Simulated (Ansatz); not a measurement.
The crystal is BaTiO3 (Barioperovskite).

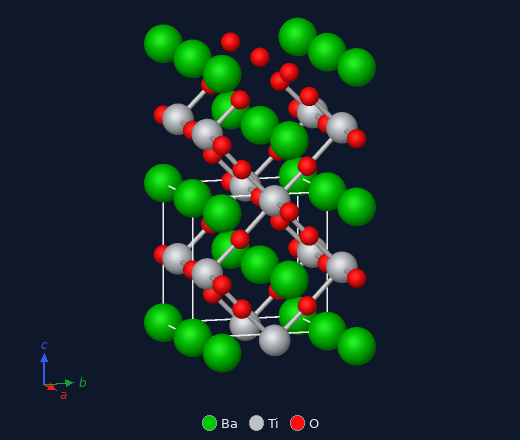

The structure (barium green, titanium light grey, oxygen red). 2×1×2 conventional cells are drawn. Some periodic images of atoms are drawn too.

```cif
data_structure
_symmetry_space_group_name_H-M 'P 1'
_symmetry_Int_Tables_number 1
_cell_length_a 3.9855
_cell_length_b 4.0178
_cell_length_c 4.0178
_cell_angle_alpha 89.834
_cell_angle_beta 90.000
_cell_angle_gamma 90.000
_cell_volume 64.34
loop_
_atom_site_label
_atom_site_type_symbol
_atom_site_fract_x
_atom_site_fract_y
_atom_site_fract_z
_atom_site_occupancy
Ba1 Ba 0.00000 0.00000 0.00000 1
Ti2 Ti 0.50000 0.51240 0.51240 1
O3 O 0.00000 0.48740 0.48740 1
O4 O 0.50000 0.50524 0.99184 1
O5 O 0.50000 0.99184 0.50524 1
```

The cell and positions come from the Crystallography Open Database and are kept as given unless a step says otherwise. Spin-orbit coupling is left out unless a run names it. PAW set soft_1, made with PBE.

Gaps computed with Ansatz 0.2.0 without a self-energy: LDA 1.83 eV and PBE0 4.06 eV. The mean ε∞ by LDA perturbation theory is 6.49.

Estimate the G0W0@LDA gap with 4×4×4 mesh, 509 empty bands, screening to 230 eV, default PAW files.

About 3.46 eV: on its mesh the run moves the gap from 1.82 eV by +1.64 eV. Among the scalar-relativistic levels given, PBE0 is nearest (+0.60 eV). One-shot corrections scale roughly with one over ε∞, here 0.15. Bands and cutoff are finite, so the gap is not at the basis limit. The miss can reach some tenths of an eV and take either sign; the mesh is an error of its own. The 4×4×4 mesh is coarse for this cell (its supercell is 16 Å along the shortest edge). The RPA ε∞ on it, from the LDA start, is 6.48, 6.55 and 6.61; such meshes misread the long-range screening, most where the gap is narrow. The many-body steps are scalar-relativistic: spin-orbit coupling is not in them.

[Paths, hosts, dates, memory and timing lines, banners, echoed tables and standing remarks are left out of the program output.]

[Logs are printed without paths, hosts, clocks, repeated set-up lines and the standing remarks that a program may print on its own settings, such as how far it seeks lower states.]

[Runs of the session that timed out or met a known fault of the program may be left out.]

[Cells called generated may have been cut or substituted from an entry of the Crystallography Open Database or the Materials Project.]

[Hosts, paths, dates, database ids (printed as entryN), source tags and the programs' standing remarks are cut or masked in the printed files.]
